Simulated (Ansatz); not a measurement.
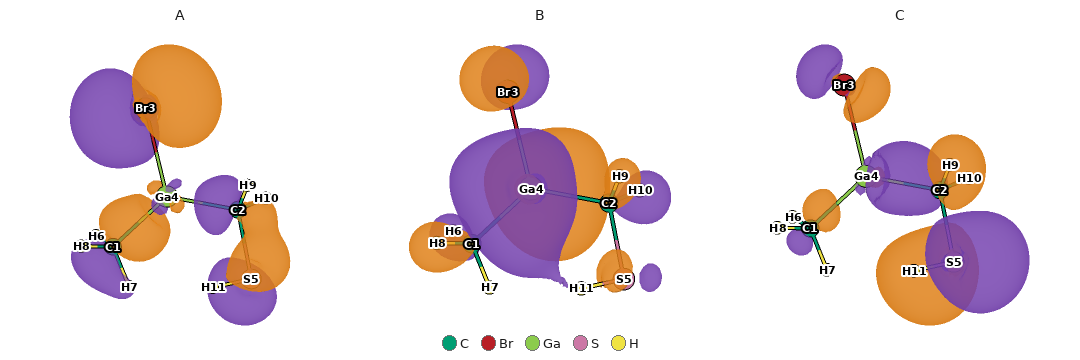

C2H6BrGaS (SMILES [CH3][Ga]([Br])[CH2]S). Three frontier orbitals at ±0.08 Å⁻³ᐟ² (orange and purple are the two phases), in no order.

Geometry: r2SCAN-D4/def2-SVP.

Method: Ansatz, isolated molecule in a Gaussian basis; Kohn-Sham density functional theory, functional PBE0.

Input

```
crystal:
  periodic: [false, false, false]
  atoms:
    - {symbol: C, position_ang: [-0.467089, -2.333541, 0.514369]}
    - {symbol: C, position_ang: [0.064496, 1.141946, 0.123800]}
    - {symbol: Br, position_ang: [2.131280, -0.669090, 2.453115]}
    - {symbol: Ga, position_ang: [0.410528, -0.635782, 0.898800]}
    - {symbol: S, position_ang: [-1.156723, 1.118863, -1.238068]}
    - {symbol: H, position_ang: [-0.721912, -2.848245, 1.453101]}
    - {symbol: H, position_ang: [-1.376623, -2.184434, -0.085430]}
    - {symbol: H, position_ang: [0.225524, -2.986182, -0.041639]}
    - {symbol: H, position_ang: [0.991789, 1.662867, -0.166509]}
    - {symbol: H, position_ang: [-0.395627, 1.760790, 0.913521]}
    - {symbol: H, position_ang: [-0.493408, 0.269811, -2.054863]}
basis:
  gaussian:
    orbitals: def2-SVPD
hamiltonian:
  xc: {name: PBE0}
output:
  forces: true
  orbitals: {seedname: orbitals}
```

Run with:

```sh
ansatz run input.yaml --threads 2 --pin off --max-ram 5220MiB --events-out events.jsonl --progress --plain --runs-dir runs
```

Question: Order the three orbitals by energy and name them.

Answer: A is the HOMO−1 (−8.00 eV). It lies mainly on Br3 (about 70 %), S5 (about 10 %), C1 (about 10 %) and Ga4 (about 5 %); largely a lone pair of Br3. C is the HOMO (−6.85 eV). It lies mainly on S5 (about 65 %), C2 (about 10 %) and Ga4 (about 5 %); largely a lone pair of S5. B is the LUMO (−1.34 eV). Its weight (Hirshfeld) is mainly on Ga4 (about 60 %), Br3 (about 10 %) and C2 (about 5 %).

Question: What is the HOMO–LUMO gap?

Answer: 5.51 eV between the orbital energies.
